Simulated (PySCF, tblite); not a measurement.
# CH6OSi: dynamics, then NMR shifts and electronic excitations on frames, part 2 of 2

tblite 0.8.0 and PySCF 2.14.0. Atoms count from 0. Earlier steps stand in the parts before.

### Step 9. NMR shieldings: 800 fs, PBE0/pcSseg-1

What the job is given:

```
{"job": {"kind": "nmr", "xc": "PBE0", "basis": "pcSseg-1", "pop": false}, "charge": 0, "multiplicity": 1}
C     -2.928000     0.185200     0.413900
O     -1.722900    -0.379200     0.024900
Si    -0.268300     0.245200    -0.245800
H     -3.568300     0.445600    -0.366600
H     -2.957700     0.998000     1.197800
H     -3.510400    -0.596200     0.842500
H      0.700900    -0.798000    -0.164900
H     -0.333600     0.847900    -1.638300
H      0.443300     1.455900     0.571800
```

Level: GIAO PBE0/pcSseg-1 NMR shielding, non-relativistic, gas phase.

The program printed:

```text
coarse grid: 7520 points
cycle   1  E = -406.0458764765  dE =  1.604e-01  |g| = 5.973e-01  |ddm| = 2.475e+00
cycle   2  E = -405.9373324292  dE =  1.085e-01  |g| = 9.653e-01  |ddm| = 1.145e+00
cycle   3  E = -406.1082324058  dE = -1.709e-01  |g| = 5.464e-02  |ddm| = 7.997e-01
cycle   4  E = -406.1087989465  dE = -5.665e-04  |g| = 1.057e-02  |ddm| = 4.492e-02
cycle   5  E = -406.1088174434  dE = -1.850e-05  |g| = 4.147e-03  |ddm| = 1.146e-02
cycle   6  E = -406.1088213614  dE = -3.918e-06  |g| = 6.152e-04  |ddm| = 3.389e-03
final grid: 66576 points
cycle   7  E = -406.1364684452  dE = -7.562e-06  |g| = 8.688e-03  |ddm| = 1.202e-02
cycle   8  E = -406.1364561729  dE =  1.227e-05  |g| = 1.215e-02  |ddm| = 1.073e-02
cycle   9  E = -406.1364816225  dE = -2.545e-05  |g| = 1.103e-03  |ddm| = 6.870e-03
cycle  10  E = -406.1364818839  dE = -2.614e-07  |g| = 8.850e-05  |ddm| = 8.812e-04
cycle  11  E = -406.1364818856  dE = -1.616e-09  |g| = 2.122e-05  |ddm| = 8.983e-05
cycle  12  E = -406.1364818856  dE = -8.902e-11  |g| = 3.944e-06  |ddm| = 2.735e-05
converged SCF energy = -406.1364818856

GIAO shielding tensors (ppm)
atom      isotropic    diamagn.    paramagn.     s11        s22        s33       span
  0 C      139.552     232.933     -93.381    106.895    115.812    195.950     89.054
  1 O      360.423     396.716     -36.293    292.866    359.963    428.441    135.575
  2 Si     392.426     879.273    -486.847    330.631    353.873    492.774    162.142
  3 H       29.186      27.423       1.763     25.491     26.252     35.815     10.324
  4 H       27.881      25.637       2.244     24.065     25.248     34.332     10.267
  5 H       28.581      26.680       1.900     24.065     26.312     35.365     11.300
  6 H       27.131      30.812      -3.681     23.800     25.231     32.363      8.563
  7 H       26.178      29.212      -3.034     22.820     24.497     31.217      8.396
  8 H       25.019      27.574      -2.555     22.772     23.571     28.714      5.942
```

It took 5.2 s on 1 thread of Arm Neoverse N1, shared host; peak memory 0.4 GiB.

This run: δ C0 47.4, O1 -24.3, Si2 -43.3, H8 6.70, H7 5.54 ppm.

### Step 10. Excited states and response: 800 fs, PBE0/def2-SVPD

The job, as its differences from that of step 9:

```diff
@@ -1,2 +1,2 @@
-{"job": {"kind": "nmr", "xc": "PBE0", "basis": "pcSseg-1", "pop": false}, "charge": 0, "multiplicity": 1}
+{"job": {"kind": "uv", "xc": "PBE0", "basis": "def2-SVPD", "nstates": 5, "ntriplets": 0}, "charge": 0, "multiplicity": 1}
 C     -2.928000     0.185200     0.413900
```

Level: TDDFT PBE0/def2-SVPD, vertical, gas phase, core orbitals frozen in the response.

The program printed:

```text
coarse grid: 7520 points
cycle   1  E = -405.8734932382  dE =  1.394e-01  |g| = 5.570e-01  |ddm| = 3.249e+00
cycle   2  E = -405.7647096539  dE =  1.088e-01  |g| = 9.299e-01  |ddm| = 1.175e+00
cycle   3  E = -405.9319781243  dE = -1.673e-01  |g| = 4.799e-02  |ddm| = 7.486e-01
cycle   4  E = -405.9324730440  dE = -4.949e-04  |g| = 9.936e-03  |ddm| = 7.383e-02
cycle   5  E = -405.9324971210  dE = -2.408e-05  |g| = 3.376e-03  |ddm| = 1.756e-02
cycle   6  E = -405.9324998514  dE = -2.730e-06  |g| = 5.916e-04  |ddm| = 4.212e-03
final grid: 66576 points
cycle   7  E = -405.9900396157  dE = -8.041e-06  |g| = 7.895e-03  |ddm| = 3.840e-02
cycle   8  E = -405.9900284267  dE =  1.119e-05  |g| = 1.115e-02  |ddm| = 1.513e-02
cycle   9  E = -405.9900514646  dE = -2.304e-05  |g| = 1.097e-03  |ddm| = 8.482e-03
cycle  10  E = -405.9900517432  dE = -2.786e-07  |g| = 6.322e-05  |ddm| = 1.086e-03
cycle  11  E = -405.9900517442  dE = -1.028e-09  |g| = 1.791e-05  |ddm| = 1.288e-04
cycle  12  E = -405.9900517443  dE = -9.663e-11  |g| = 3.534e-06  |ddm| = 3.703e-05
converged SCF energy = -405.9900517443

Static polarisability (au): isotropic 46.400, principal 42.300 44.766 52.133

Singlet excitations
state   eV       nm        f      main configurations
  1   6.6711    185.9   0.00349   H->L 0.98
  2   7.4052    167.4   0.02361   H-1->L 0.96
  3   7.7176    160.7   0.08165   H->L+1 0.98
  4   8.1432    152.3   0.01915   H->L+2 0.87
  5   8.3655    148.2   0.05939   H-1->L+1 0.65, H-2->L 0.24
```

It took 7.5 s on 1 thread of Arm Neoverse N1, shared host; peak memory 0.49 GiB.

Key values: HOMO -8.12 eV, LUMO 0.06 eV; lowest singlet 6.67 eV.

### Step 11. Nuclear shieldings: 1000 fs, PBE0/pcSseg-1

What the job is given:

```
{"job": {"kind": "nmr", "xc": "PBE0", "basis": "pcSseg-1", "pop": false}, "charge": 0, "multiplicity": 1}
C     -2.893700     0.827300     0.982300
O     -1.933200     0.083800     0.223100
Si    -1.059900     0.243700    -1.143100
H     -2.507900     1.781400     1.276700
H     -3.060500     0.311200     1.950800
H     -3.969200     0.867700     0.462800
H     -0.414800    -1.020800    -1.436900
H     -1.758100     0.670500    -2.372300
H      0.090400     1.080100    -0.995100
```

With the program's defaults for keys left out, this is: GIAO PBE0/pcSseg-1 NMR shielding, non-relativistic, gas phase.

The program printed:

```text
coarse grid: 7520 points
cycle   1  E = -406.0522347332  dE =  5.736e-02  |g| = 6.112e-01  |ddm| = 2.453e+00
cycle   2  E = -405.9299198933  dE =  1.223e-01  |g| = 1.011e+00  |ddm| = 1.238e+00
cycle   3  E = -406.1175752626  dE = -1.877e-01  |g| = 4.984e-02  |ddm| = 8.751e-01
cycle   4  E = -406.1180680670  dE = -4.928e-04  |g| = 7.571e-03  |ddm| = 4.380e-02
cycle   5  E = -406.1180773846  dE = -9.318e-06  |g| = 9.726e-04  |ddm| = 7.378e-03
final grid: 66576 points
cycle   6  E = -406.1454555935  dE = -4.745e-06  |g| = 9.043e-03  |ddm| = 1.128e-02
cycle   7  E = -406.1454382835  dE =  1.731e-05  |g| = 1.352e-02  |ddm| = 1.220e-02
cycle   8  E = -406.1454698941  dE = -3.161e-05  |g| = 9.686e-04  |ddm| = 7.938e-03
cycle   9  E = -406.1454701043  dE = -2.103e-07  |g| = 1.128e-04  |ddm| = 8.416e-04
cycle  10  E = -406.1454701071  dE = -2.816e-09  |g| = 2.500e-05  |ddm| = 1.093e-04
cycle  11  E = -406.1454701073  dE = -1.266e-10  |g| = 3.549e-06  |ddm| = 2.725e-05
converged SCF energy = -406.1454701073

GIAO shielding tensors (ppm)
atom      isotropic    diamagn.    paramagn.     s11        s22        s33       span
  0 C      123.953     238.208    -114.255     92.076    100.599    179.185     87.109
  1 O      353.456     399.855     -46.399    287.268    368.656    404.444    117.176
  2 Si     397.599     880.472    -482.873    339.288    350.477    503.031    163.743
  3 H       28.005      28.178      -0.174     24.417     25.631     33.965      9.548
  4 H       27.192      26.850       0.342     23.548     25.155     32.874      9.326
  5 H       25.922      22.955       2.967     22.153     23.914     31.700      9.546
  6 H       26.988      30.829      -3.841     23.789     25.283     31.892      8.104
  7 H       26.727      29.168      -2.442     23.891     24.728     31.561      7.670
  8 H       27.226      31.514      -4.289     24.046     25.296     32.335      8.289
```

Wall time 5.1 s (1 thread of Arm Neoverse N1, shared host); peak memory 0.41 GiB.

This run: δ C0 63.0, O1 -17.4, Si2 -48.4, H5 5.79, H7 4.99 ppm.

### Step 12. Excited states and response: 1000 fs, PBE0/def2-SVPD

The job, as its differences from that of step 11:

```diff
@@ -1,2 +1,2 @@
-{"job": {"kind": "nmr", "xc": "PBE0", "basis": "pcSseg-1", "pop": false}, "charge": 0, "multiplicity": 1}
+{"job": {"kind": "uv", "xc": "PBE0", "basis": "def2-SVPD", "nstates": 5, "ntriplets": 0}, "charge": 0, "multiplicity": 1}
 C     -2.893700     0.827300     0.982300
```

Level: TDDFT PBE0/def2-SVPD, vertical, gas phase, core orbitals frozen in the response.

The program printed:

```text
coarse grid: 7520 points
cycle   1  E = -405.8803518586  dE =  3.719e-02  |g| = 5.710e-01  |ddm| = 3.115e+00
cycle   2  E = -405.7561857778  dE =  1.242e-01  |g| = 9.789e-01  |ddm| = 1.196e+00
cycle   3  E = -405.9416900621  dE = -1.855e-01  |g| = 4.326e-02  |ddm| = 7.704e-01
cycle   4  E = -405.9421083262  dE = -4.183e-04  |g| = 8.030e-03  |ddm| = 7.361e-02
cycle   5  E = -405.9421241707  dE = -1.584e-05  |g| = 1.838e-03  |ddm| = 1.300e-02
cycle   6  E = -405.9421250658  dE = -8.950e-07  |g| = 4.960e-04  |ddm| = 2.789e-03
final grid: 66576 points
cycle   7  E = -405.9992768288  dE = -6.032e-06  |g| = 7.452e-03  |ddm| = 3.967e-02
cycle   8  E = -405.9992626578  dE =  1.417e-05  |g| = 1.152e-02  |ddm| = 1.359e-02
cycle   9  E = -405.9992872928  dE = -2.464e-05  |g| = 7.916e-04  |ddm| = 8.331e-03
cycle  10  E = -405.9992874485  dE = -1.557e-07  |g| = 7.220e-05  |ddm| = 7.939e-04
cycle  11  E = -405.9992874498  dE = -1.311e-09  |g| = 1.885e-05  |ddm| = 1.176e-04
cycle  12  E = -405.9992874499  dE = -9.982e-11  |g| = 2.983e-06  |ddm| = 3.427e-05
converged SCF energy = -405.9992874499

Static polarisability (au): isotropic 45.839, principal 41.062 43.270 53.186

Singlet excitations
state   eV       nm        f      main configurations
  1   7.0134    176.8   0.00061   H->L 0.96
  2   7.3347    169.0   0.00966   H-1->L 0.96
  3   7.8237    158.5   0.04641   H->L+1 0.94
  4   8.1066    152.9   0.06288   H-1->L+1 0.93
  5   8.3376    148.7   0.03140   H->L+2 0.63, H->L+3 0.25
```

Wall time 7.7 s (1 thread of Arm Neoverse N1, shared host); peak memory 0.5 GiB.

Key values: HOMO -8.27 eV, LUMO 0.27 eV; lowest singlet 7.01 eV.

### Step 13. Comparing the runs: NMR shifts

Shifts (ppm) of some atoms, chosen among heavy atoms and hydrogens apart, with basis size and wall time:

| frame | C0 | H4 | H8 | H3 | H5 | O1 | Si2 | functions | time |
| --- | --- | --- | --- | --- | --- | --- | --- | --- | --- |
| 250 fs | 58.9 | 5.21 | 5.09 | 4.42 | 3.49 | -18.2 | -34.0 | 88 | 5.6 s |
| 425 fs | 59.9 | 3.12 | 6.22 | 4.83 | 3.94 | -17.7 | -31.9 | 88 | 5.2 s |
| 625 fs | 57.2 | 3.30 | 4.93 | 5.46 | 5.24 | -12.9 | -38.6 | 88 | 5.2 s |
| 800 fs | 47.4 | 3.84 | 6.70 | 2.53 | 3.14 | -24.3 | -43.3 | 88 | 5.2 s |
| 1000 fs | 63.0 | 4.52 | 4.49 | 3.71 | 5.79 | -17.4 | -48.4 | 88 | 5.1 s |

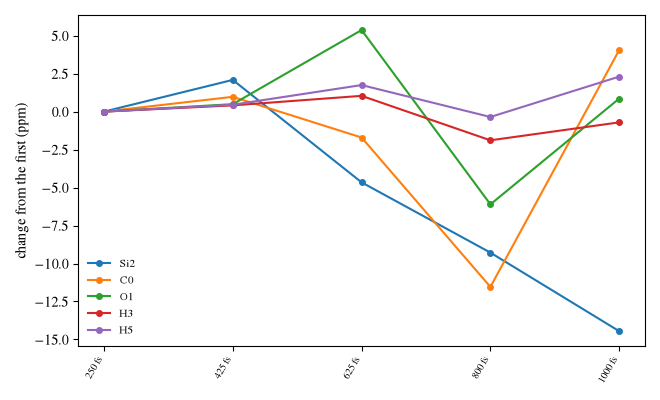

How five of the tabulated atoms move from run to run.

### Step 14. Side by side: electronic excitations

Excitations and ground-state properties, with basis size and wall time:

```csv
frame,lowest singlet (eV),brightest (eV),f,gap (eV),α (Å³),μ (D),functions,time
250 fs,6.84,7.72,0.063,8.32,6.69,0.89,115,7.6 s
425 fs,6.66,7.67,0.059,8.16,6.80,1.46,115,7.6 s
625 fs,6.49,7.42,0.050,7.95,6.89,0.86,115,7.6 s
800 fs,6.67,7.72,0.082,8.18,6.88,1.40,115,7.5 s
1000 fs,7.01,8.11,0.063,8.54,6.79,1.54,115,7.7 s
```

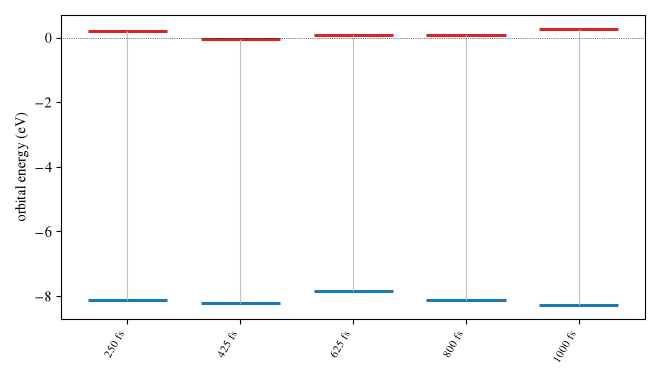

HOMO (blue) and LUMO (red) run by run.

### Step 15. Results

The summary covers parts 1 to 2.

```
                                       quantity                                   value
                                     thermostat                                   600 K
                  mean temperature, second half                                   693 K
        mean potential energy above the minimum                                 0.54 eV
 ¹³C shifts against TMS (PBE0/pcSseg-1, 250 fs)                                58.9 ppm
  ¹H shifts against TMS (PBE0/pcSseg-1, 250 fs)  5.51, 5.21, 5.09, 4.70, 4.42, 3.49 ppm
 ¹⁷O shifts against H2O (PBE0/pcSseg-1, 250 fs)                               -18.2 ppm
²⁹Si shifts against TMS (PBE0/pcSseg-1, 250 fs)                               -34.0 ppm
        lowest singlet (PBE0/def2-SVPD, 250 fs)             6.84 eV (181 nm), f = 0.003
       brightest single state of those computed             state 3, 7.72 eV, f = 0.063
                      range of the shift of Si2                      -48.4 to -31.9 ppm
                    range of the lowest singlet                         6.49 to 7.01 eV
```

In the second half the potential energy averages 0.54 eV above the minimum; equipartition over 21 harmonic modes at 600 K would give 0.54 eV. With 9 atoms the temperature swings widely (317 to 981 K). Shifts at one fixed geometry are not the observed spectrum, which averages over the motion. In the first frame run (250 fs): The largest span, 156 ppm, is at Si2, where the paramagnetic term is -497 ppm. The lowest singlet, at 6.84 eV, is HOMO→LUMO 0.98 and is weak; of the 5 states computed, the strongest absorption comes from state 3 at 7.72 eV. In ppm, Si2 moves most: its shift spreads over 16.5 ppm, from -48.4 (1000 fs) to -31.9 (425 fs). The lowest singlet runs from 6.49 eV (625 fs) to 7.01 eV (1000 fs), while the orbital gap spans 7.95 to 8.54 eV. The lowest state need not be the same one in every run.
